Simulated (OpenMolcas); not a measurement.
## Multiconfigurational calculation for V³⁺ complex (part 2 of 2)

The same run, continued: V³⁺ with 6 ligands (Br; octahedron, 2.55 Å), embedded in Cs2NaYBr6 by model potentials and point charges, whose field is part of the energies. Method: state-averaged CASSCF, active space 2 electrons in the shell 3d, basis ANO-RCC-VTZP on the metal and ANO-RCC-VDZP on the ligands, DKH2 scalar Hamiltonian, spin-orbit coupling by RASSI with atomic mean-field integrals (OpenMolcas).

**The program's output (extracts), continued**
```
--- RASSI ---
SPIN-FREE ENERGIES:
  (Shifted by EMIN (a.u.) =     -16575.2026738600)

 SF State       Relative EMIN(au)   Rel lowest level(eV)    D:o, cm**(-1)

     1             0.0000000000        0.0000000000              0.0000
     2             0.0000000000        0.0000000000              0.0000
     3             0.0000000000        0.0000000000              0.0000
     4             0.0416494346        1.1333388506           9140.9943
     5             0.0416494346        1.1333388506           9140.9943
     6             0.0416494346        1.1333388506           9140.9943
    11             0.0613670961        1.6698837549          13468.5208
    12             0.0613670967        1.6698837717          13468.5209
    13             0.0613670967        1.6698837717          13468.5209
    14             0.0638904734        1.7385483500          14022.3381
    15             0.0638904734        1.7385483500          14022.3381
     7             0.0901745874        2.4537755262          19791.0343
     9             0.0991462869        2.6979079089          21760.0948
    10             0.0991462869        2.6979079089          21760.0948
     8             0.0991462869        2.6979079089          21760.0948
    16             0.1097651245        2.9868611986          24090.6602
    17             0.1097651245        2.9868611986          24090.6602
    18             0.1097651245        2.9868611986          24090.6602
    19             0.1181166312        3.2141172744          25923.6041
    20             0.1216783497        3.3110365706          26705.3109
    21             0.1216783497        3.3110365706          26705.3109
    22             0.1216783504        3.3110365909          26705.3111
    23             0.1539239773        4.1884847994          33782.4082
    24             0.1539239773        4.1884847994          33782.4082
    25             0.2453347156        6.6758977055          53844.7463
     Dipole printing threshold changed to   1.00000000E+00
Eigenvalues of complex Hamiltonian:
   -----------------------------------
  (Shifted by EMIN (a.u.) =     -16575.2026738600)

 SO State       Relative EMIN(au)   Rel lowest level(eV)    D:o, cm**(-1)

     1            -0.0006250177        0.0000000000              0.0000
     2            -0.0006250177        0.0000000002              0.0000
     3            -0.0006084201        0.0004516452              3.6428
     4            -0.0006084201        0.0004516450              3.6428
     5            -0.0006084201        0.0004516452              3.6428
     6             0.0005854101        0.0329374186            265.6582
     7             0.0005854101        0.0329374185            265.6582
     8             0.0005854101        0.0329374185            265.6582
     9             0.0011738050        0.0489484591            394.7959
    10             0.0411236961        1.1360403770           9162.7836
    11             0.0413626040        1.1425413924           9215.2178
    12             0.0413626040        1.1425413924           9215.2178
    13             0.0413626040        1.1425413924           9215.2178
    14             0.0419118823        1.1574880156           9335.7704
    15             0.0419118823        1.1574880157           9335.7704
    16             0.0419118823        1.1574880156           9335.7704
    17             0.0419231242        1.1577939254           9338.2378
    18             0.0419231242        1.1577939254           9338.2378
    19             0.0613802596        1.6872495512          13608.5854
    20             0.0613802602        1.6872495680          13608.5855
    21             0.0613802602        1.6872495680          13608.5855
    22             0.0638967035        1.7557254768          14160.8810
    23             0.0638967035        1.7557254768          14160.8810
    24             0.0901759310        2.4708196884          19928.5048
    25             0.0901759310        2.4708196884          19928.5048
    26             0.0901759310        2.4708196883          19928.5048
    27             0.0984652598        2.6963838146          21747.8021
    28             0.0988144014        2.7058844430          21824.4299
    29             0.0988144014        2.7058844429          21824.4299
    30             0.0988144014        2.7058844430          21824.4299
    31             0.0994597379        2.7234449431          21966.0648
    32             0.0994597379        2.7234449431          21966.0648
    33             0.0994597379        2.7234449431          21966.0648
    34             0.0994847356        2.7241251660          21971.5512
    35             0.0994847356        2.7241251658          21971.5512
    36             0.1098066785        3.0049995397          24236.9558
    37             0.1098066785        3.0049995398          24236.9558
    38             0.1098066785        3.0049995397          24236.9558
    39             0.1181396039        3.2317499927          26065.8216
    40             0.1216881159        3.3283099208          26844.6299
    41             0.1216881159        3.3283099208          26844.6299
Weights of the five most important spin-orbit-free states for each spin-orbit state.

 SO State  Total energy (au)           Spin-free states, spin, and weights
 -------------------------------------------------------------------------------------------------------
    1        -0.000625       3 1.0  0.4800    1 1.0  0.4032    2 1.0  0.1162    6 1.0  0.0003   14 0.0  0.0001
    2        -0.000625       2 1.0  0.5501    1 1.0  0.2630    3 1.0  0.1862    5 1.0  0.0002    4 1.0  0.0002
    3        -0.000608       2 1.0  0.4192    3 1.0  0.3442    1 1.0  0.2363   13 0.0  0.0001    6 1.0  0.0001
    4        -0.000608       3 1.0  0.4950    1 1.0  0.4091    2 1.0  0.0955   11 0.0  0.0001    5 1.0  0.0001
    5        -0.000608       2 1.0  0.4850    1 1.0  0.3542    3 1.0  0.1605   12 0.0  0.0001    6 1.0  0.0001
    6         0.000585       3 1.0  0.4979    1 1.0  0.3919    2 1.0  0.1100    5 1.0  0.0001    4 1.0  0.0001
    7         0.000585       3 1.0  0.4895    2 1.0  0.3904    1 1.0  0.1200    6 1.0  0.0001    4 1.0  0.0001
    8         0.000585       2 1.0  0.4995    1 1.0  0.4880    3 1.0  0.0124    6 1.0  0.0001    5 1.0  0.0001
    9         0.001174       3 1.0  0.3333    1 1.0  0.3333    2 1.0  0.3333   19 0.0  0.0001   25 0.0  0.0000
   10         0.041124       4 1.0  0.3333    5 1.0  0.3333    6 1.0  0.3333   23 0.0  0.0000    3 1.0  0.0000
   11         0.041363       6 1.0  0.4993    5 1.0  0.4958    4 1.0  0.0036   12 0.0  0.0009    7 1.0  0.0002
   12         0.041363       6 1.0  0.4993    4 1.0  0.4958    5 1.0  0.0036   13 0.0  0.0009    7 1.0  0.0002
```

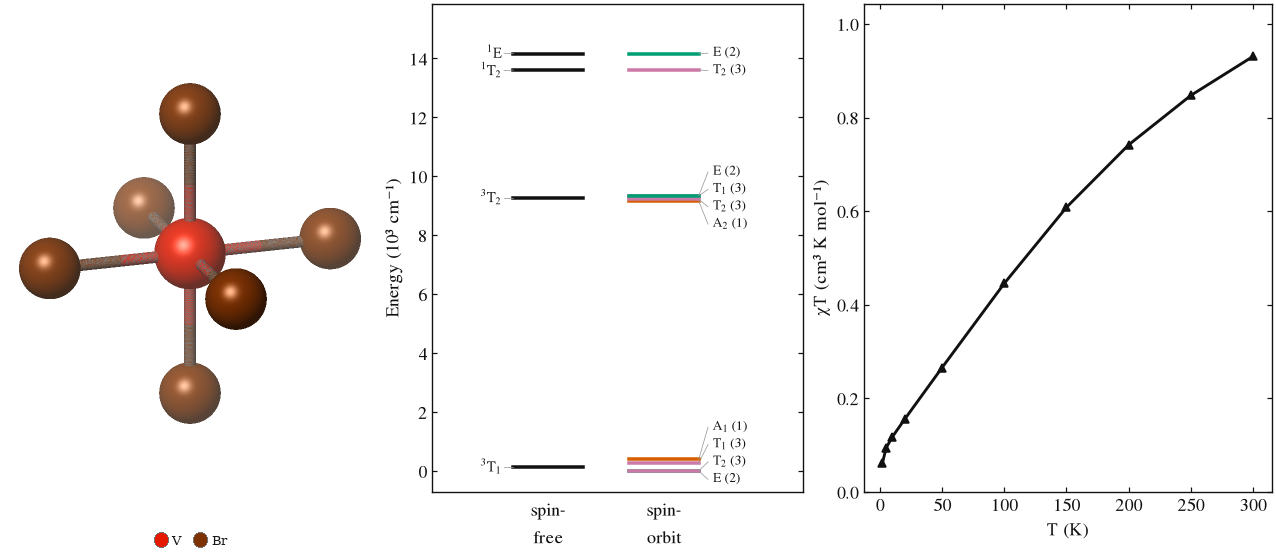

*V³⁺ (3d²) as a dopant in Cs₂NaYBr₆, a cluster with its 6 nearest Br⁻ at 2.550 Å (octahedron) embedded in model potentials and point charges; the geometry was set, not optimised, and its levels and susceptibility. Labels give the representation in O, Td, D4 or D3 as the site allows (double group for half-integer spin) where it could be assigned and, in brackets, the degeneracy; spin-free states, where drawn, share the zero of the spin-orbit levels. Powder susceptibility by Van Vleck's formula.*

The ground level is E, doubly degenerate, 100 % from states of spin multiplicity 3. Its principal g values are all close to zero. The next level lies at 3.6 cm⁻¹ (T₂). The lowest spin-free state is ³T₁; of the same spin there follows at 9,140 cm⁻¹ (³T₂) above it. χT is 0.0610 cm³ K mol⁻¹ at 2 K and 0.931 at 300 K, an effective moment of 2.73 μB. The active orbitals hold 86 to 97 % metal character (Löwdin), and the Mulliken charge of the metal is +0.93.

Outcome of the run: converged.
